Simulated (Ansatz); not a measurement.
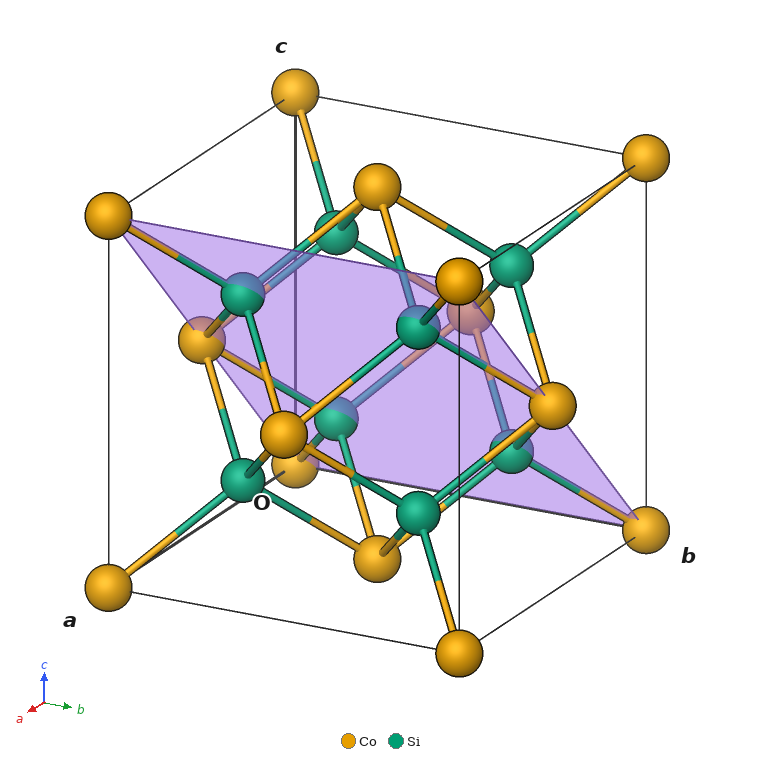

Every member of one family of equally spaced planes, hx + ky + lz = a whole number, that cuts the unit cell is shaded (one member passes through the origin O). Crystal: CoSi₂, the input geometry of an electronic-structure calculation (not necessarily at equilibrium). The drawing is computed from the coordinates (standard cell, symmetry found to 0.002 Å).

a = 5.356 Å, b = 5.356 Å, c = 5.356 Å, α = 90.00°, β = 90.00°, γ = 90.00°.

What are the Miller indices?

Answer. (1 0 −1); the opposite sign names the same planes. The member next to the origin meets the axes a at 1, b never, c at −1.

What is the spacing?

Answer. d = 3.787 Å.

Which atoms of the cell lie in these planes (within 0.03 Å)?

Answer. 2 of the 4 Co, 4 of the 8 Si.
